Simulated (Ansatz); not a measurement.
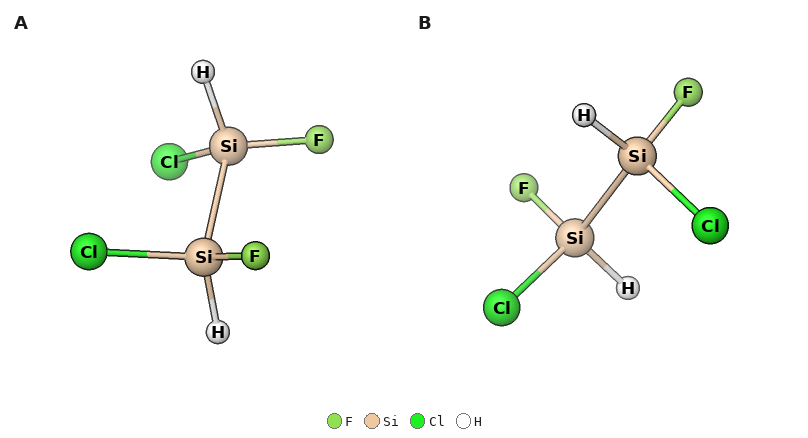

Distant atoms are faded towards the background colour. The computed structure is the end point of a PBE0-D4/def2-TZVP optimisation.

> Are A and B the same structure? If not, how do they differ?

No. They are enantiomers, mirror images that no rotation superimposes: A is F[Si@@H](Cl)[Si@@H](F)Cl (R, R), B is F[Si@H](Cl)[Si@H](F)Cl (S, S). Their energies are equal.
